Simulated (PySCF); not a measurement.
## A study: H3Sb, SMILES `[SbH3]`

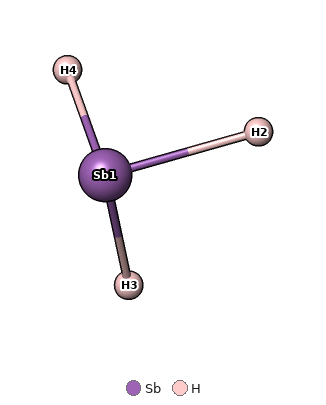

The molecule, with its atoms numbered as below. No frequency check shows the geometry to be a minimum.

Geometry (Å), atoms numbered from 1:

```
Sb1      0.0403    0.0351    0.0132
H2       0.2379   -1.4730   -0.7094
H3      -1.0619   -0.6581    1.0810
H4      -1.2322    0.3413   -1.0466
```

## 1. Bonding charge

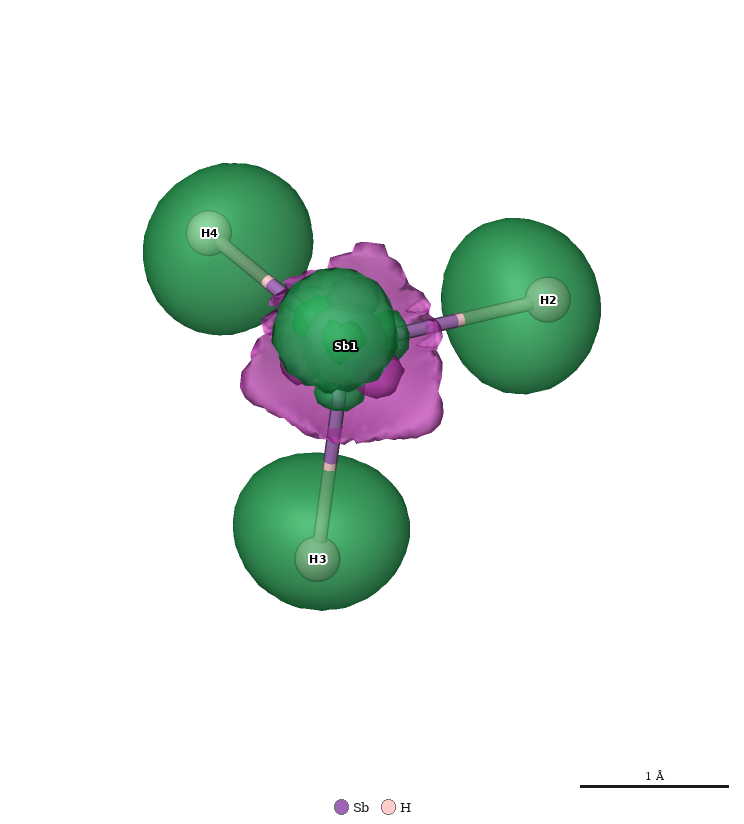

Deformation density (molecule less spherical, spin-averaged free atoms at the same positions), surfaces at ±0.08 e/Å³; green: gain, purple: loss.

PySCF calculation, BP86/def2-SVP, gas phase; geometry: GFN2-xTB. Core potentials replace the inner electrons of Sb; spin–orbit coupling isn't included.

Describe the bonding that the map shows.

Answer. Sb1–H2, Sb1–H3 and Sb1–H4: +0.15 e/Å³ at the bond critical point (bond length 1.68 Å, Mayer order 1.0). In all, 0.7 electrons gather in the regions of gain relative to the promolecule.

Where do the Hirshfeld charges lie?

Answer. The highest Hirshfeld charge is on Sb1 (+0.19 e), the lowest on H2, H3 and H4 (−0.06 e).

```json
{"atom": "Sb1", "charge (e)": "+0.19"}
{"atom": "H2", "charge (e)": "−0.06"}
{"atom": "H3", "charge (e)": "−0.06"}
{"atom": "H4", "charge (e)": "−0.06"}
```

## 2. Bond critical points

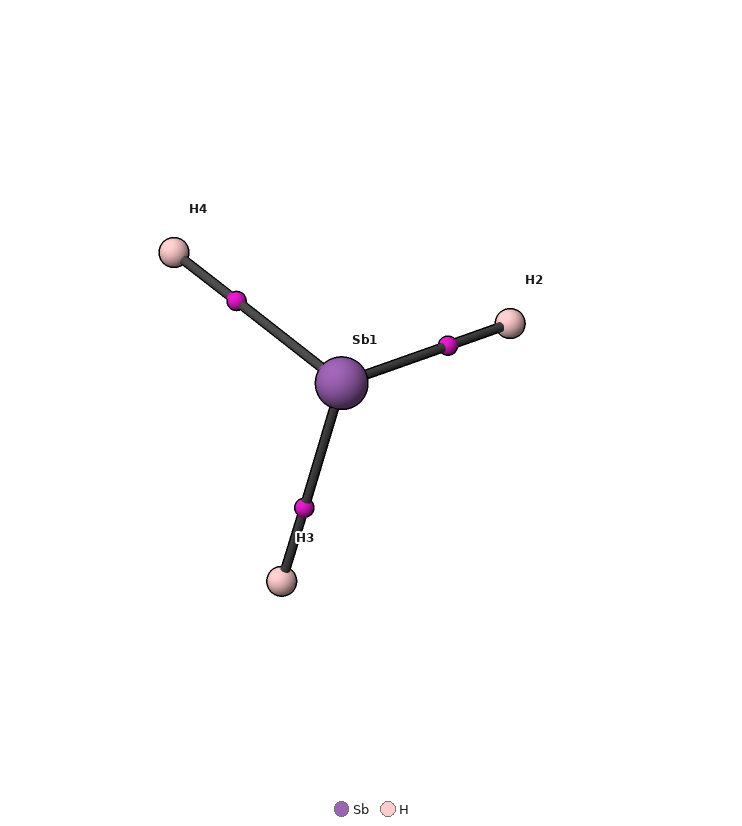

Molecular graph of the electron density (QTAIM): bond paths, bond critical points (magenta), ring points (cyan, if any); weak paths are dashed.

How many critical points of each kind are there, and does the count close?

Answer. 4 nuclei, 3 bond, 0 ring and 0 cage critical points: 4 − 3 + 0 − 0 = 1, as the Poincaré–Hopf relation requires.

Give the properties at the bond critical points.

Answer.
```json
{"bond": "Sb1–H2 (3 alike)", "length (Å)": "1.684", "ρ (a.u.)": "0.118", "∇²ρ (a.u.)": "+0.10", "ε": "0.02", "H (a.u.)": "−0.056"}
```

What kind of interaction is Sb1–H2?

Answer. Polar or intermediate (positive Laplacian, negative energy density H): ρ = 0.118, ∇²ρ = +0.10, H = −0.056 a.u.

## 3. Local ionisation energy

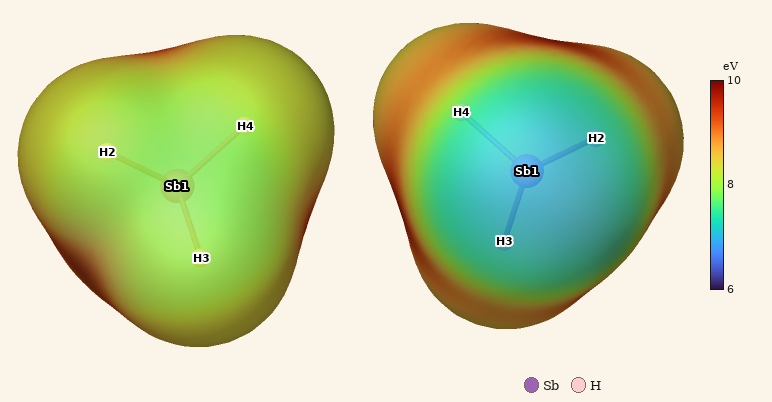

Average local ionisation energy on the surface of electron density 0.001 a.u. (back view left, front view right).

Where are the most loosely bound electrons on this surface?

Answer. The lowest value is 6.9 eV, 2.5 Å from Sb1. Further minima include 7.9 eV, 1.8 Å from H2. For comparison, the highest occupied orbital lies at −6.6 eV.

## 4. Excited states

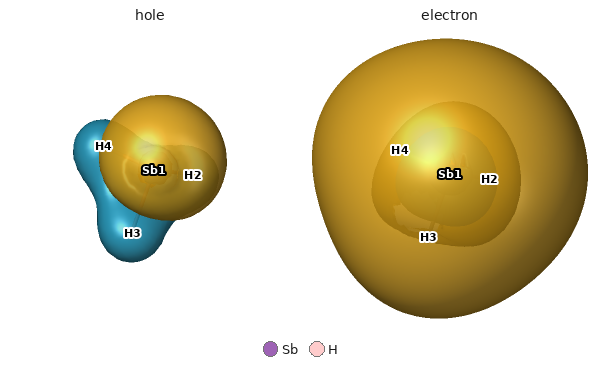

Leading natural transition orbital pair of S₃ (TDA singlet states); the surfaces enclose about 78 % of each orbital's density.

Method: CAM-B3LYP/def2-SVPD; geometry: GFN2-xTB; program: PySCF. Core potentials replace the inner electrons of Sb; spin–orbit coupling isn't included.

Where does the state lie, and where do hole and electron sit?

Answer. 6.65 eV (186 nm), f = 0.187 (bright), diffuse (Rydberg-like) orbital; the leading pair carries 99 %; hole on Sb1 (77 %) and H2, H3 and H4 (8 % each), electron on Sb1 (66 %) and H2, H3 and H4 (11 % each) (atom shares of so diffuse an orbital are rough); their centroids lie 0.2 Å apart; S₁ and S₂ lie within 0.1 eV of it. In canonical orbitals it is mainly HOMO → LUMO (96 %). The HOMO–LUMO gap is 9.73 eV.

## 5. In an electric field

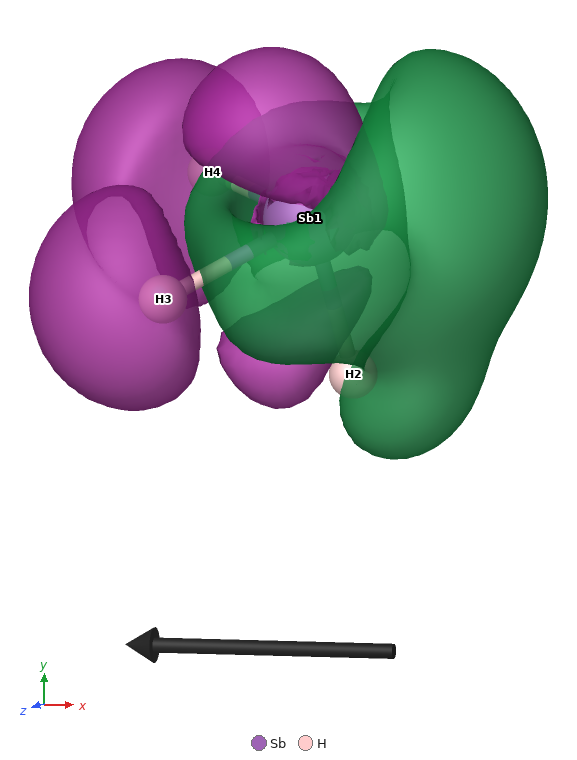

Change of the electron density in a uniform field of 0.21 V/Å along −x (arrow), surfaces at ±0.001 e/Å³ (green: gain, purple: loss).

Level of theory: M06-2X/def2-SVPD (PySCF), at a geometry from GFN2-xTB. Core potentials replace the inner electrons of Sb; spin–orbit coupling isn't included.

The field was applied in both directions; the picture shows the one opposite to the script's first.

How large is the response?

Answer. The induced dipole is 0.47 D (along the field); α along this axis, from the fields in both directions, is 46 bohr³ (6.9 Å³).

## 6. Removing or adding an electron

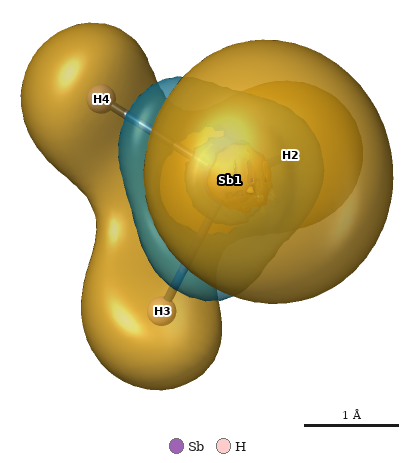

Fukui function f⁻ = ρ(N) − ρ(N−1) at fixed geometry, surfaces at ±0.02 e/Å³ (yellow positive, teal negative).

PySCF calculation, M06-2X/def2-SVPD, gas phase; geometry: GFN2-xTB. Core potentials replace the inner electrons of Sb; spin–orbit coupling isn't included.

Which atoms respond most to the removal of an electron?

Answer. f⁻ (Hirshfeld-condensed) is largest on Sb1 (0.63); the vertical ionisation energy is 9.74 eV. Condensed values hint at sites of electrophilic attack but needn't mark the atom that reacts. Orbital relaxation makes it negative in places (0.09 e in all).

The PySCF runs shown took 4 s, 16 s, 9.8 s and 39 s on 1 thread of Intel(R) Xeon(R) Platinum 8259CL CPU @ 2.50GHz (Skylake/Cascade Lake), on a shared host.
